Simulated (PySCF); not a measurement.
# C$_{4}$H$_{12}$Pb, SMILES `C[Pb](C)(C)C`: electronic structure

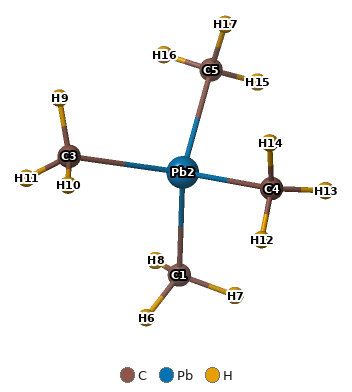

The molecule, with its atoms numbered as below. No frequency check shows the geometry to be a minimum.

Coordinates in Å:

```
C1       0.0123   -1.8358   -1.3847
Pb2     -0.0003    0.0002    0.0002
C3      -2.1246    0.3277    0.8188
C4       1.4532   -0.3507    1.7472
C5       0.6615    1.8576   -1.1832
H6      -0.6425   -2.5973   -0.9842
H7       1.0170   -2.2288   -1.4548
H8      -0.3302   -1.5504   -2.3697
H9      -2.2916    1.3831    0.9835
H10     -2.2393   -0.2033    1.7535
H11     -2.8476   -0.0423    0.1051
H12      1.2057   -1.2776    2.2460
H13      2.4646   -0.4066    1.3692
H14      1.3781    0.4662    2.4515
H15      1.5479    1.6246   -1.7567
H16     -0.1305    2.1608   -1.8539
H17      0.8801    2.6650   -0.4981
```

Part 1: Bonding charge

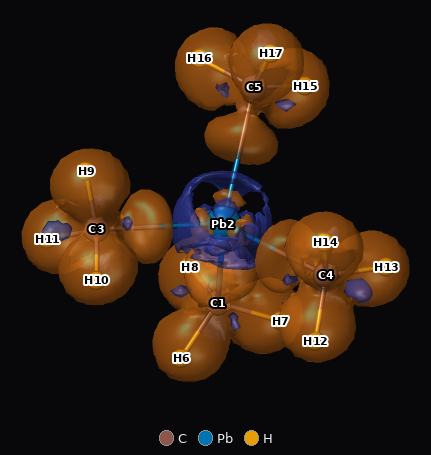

Deformation density (molecule less spherical, spin-averaged free atoms at the same positions), surfaces at ±0.06 e/Å³; orange: gain, blue: loss.

PySCF calculation, PBE0/def2-TZVP, gas phase; geometry: GFN2-xTB. Core potentials replace the inner electrons of Pb; spin–orbit coupling isn't included.

Question: Describe the bonding that the map shows.

Answer: The five largest and four smallest: C3–H9: +0.71 e/Å³ at the bond critical point (bond length 1.08 Å, Mayer order 1.0). C1–H7: +0.71 e/Å³ at the bond critical point (bond length 1.08 Å, Mayer order 1.0). C3–H10: +0.71 e/Å³ at the bond critical point (bond length 1.08 Å, Mayer order 1.0). C3–H11: +0.71 e/Å³ at the bond critical point (bond length 1.08 Å, Mayer order 1.0). C5–H15: +0.71 e/Å³ at the bond critical point (bond length 1.08 Å, Mayer order 1.0). Pb2–C4: +0.13 e/Å³ at the bond critical point (bond length 2.30 Å, Mayer order 0.8). Pb2–C5: +0.13 e/Å³ at the bond critical point (bond length 2.30 Å, Mayer order 0.8). C1–Pb2: +0.13 e/Å³ at the bond critical point (bond length 2.30 Å, Mayer order 0.8). Pb2–C3: +0.13 e/Å³ at the bond critical point (bond length 2.30 Å, Mayer order 0.8). In all, 3.5 electrons gather in the regions of gain relative to the promolecule. A small or negative value marks a very polar bond, one between electron-rich atoms, whose free-atom densities already overlap strongly, a long bond to a heavier atom, or a closed-shell contact such as a hydrogen bond.

Question: Where do the Hirshfeld charges lie?

Answer: The highest Hirshfeld charge is on Pb2 (+0.50 e), the lowest on C1 (−0.22 e).

Part 2: Bond critical points

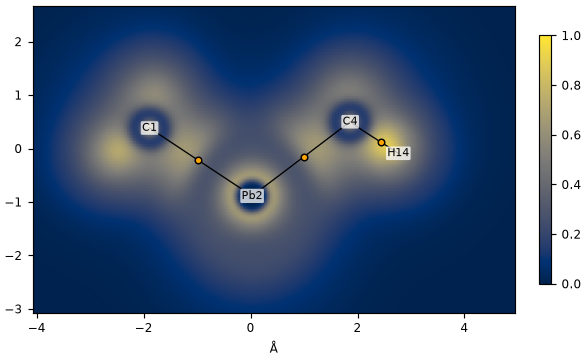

Localised orbital locator (LOL) in the plane of C1, Pb2, C4 and H14, with bond paths and bond critical points (dots).

Question: Rank the bonds in the plane by LOL at their critical points.

Answer: C4–H14: about 0.88; C1–Pb2: about 0.50; Pb2–C4: about 0.50. Values above 0.5 mark slow, localised electrons, as in shared pairs; low values at a critical point mark a polar or closed-shell contact whose critical point lies between the shells.

Question: Where along C4–H14 does the critical point lie?

Answer: 0.69 Å from C4 and 0.39 Å from H14.

Part 3: Electrostatic potential

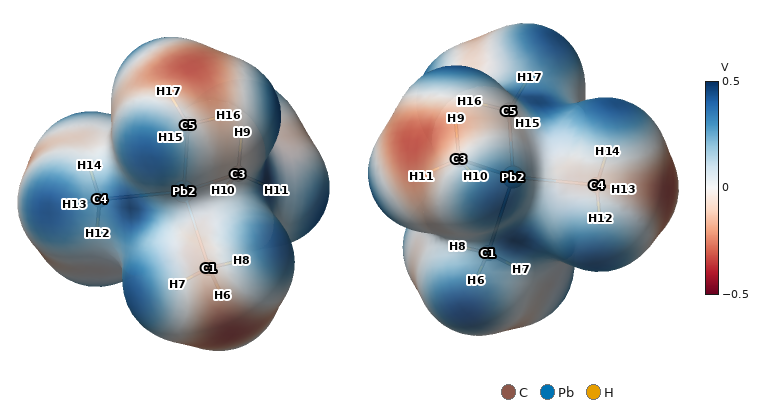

Electrostatic potential on the surface of electron density 0.001 a.u. (back view left, front view right).

Question: Where are the extremes of the potential on the surface?

Answer: Highest: 0.50 V, near H15 (2.16 Å), H13 (2.17 Å) and Pb2 (2.28 Å). Further maxima include 0.43 V, 1.9 Å from H17. Lowest: −0.32 V, near H8 (1.89 Å), H6 (1.93 Å), H7 (1.98 Å) and C1 (2.01 Å), and at like points elsewhere. The surface is sampled at points, so like sites can differ by a few per cent and only the strongest of them is named.

Question: What volume does the surface enclose, and what is the dipole moment?

Answer: About 173 Å³; the dipole moment is 0.0 D.

Part 4: In an electric field

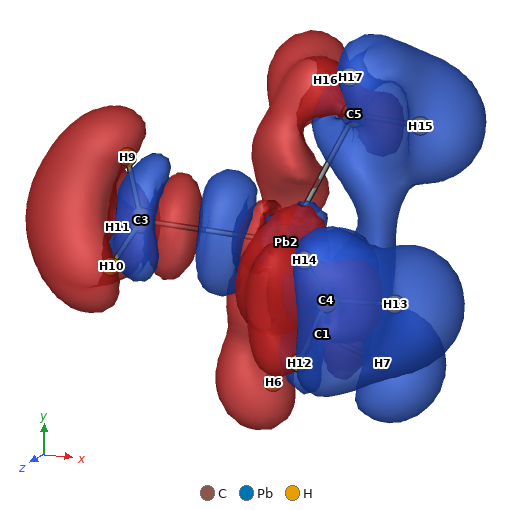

Change of the electron density in a uniform field of 0.21 V/Å, surfaces at ±0.001 e/Å³ (blue: gain, red: loss).

Level of theory: PBE0/def2-TZVP (PySCF), at a geometry from GFN2-xTB. Core potentials replace the inner electrons of Pb; spin–orbit coupling isn't included. A basis without diffuse functions makes polarisabilities too small.

The field was applied in both directions; the picture shows the one opposite to the script's first.

Question: Along which Cartesian direction does the field point?

Answer: Along −x: electrons gather on the +x side, against the field.

Question: What dipole is induced, and what polarisability does it imply?

Answer: The induced dipole is 1.06 D (along the field); α along this axis, from the fields in both directions, is 104 bohr³ (15.4 Å³).

The PySCF runs shown took 33 s and 76 s on 1 thread of Intel(R) Xeon(R) Platinum 8375C CPU @ 2.90GHz (Ice Lake) (shared host).
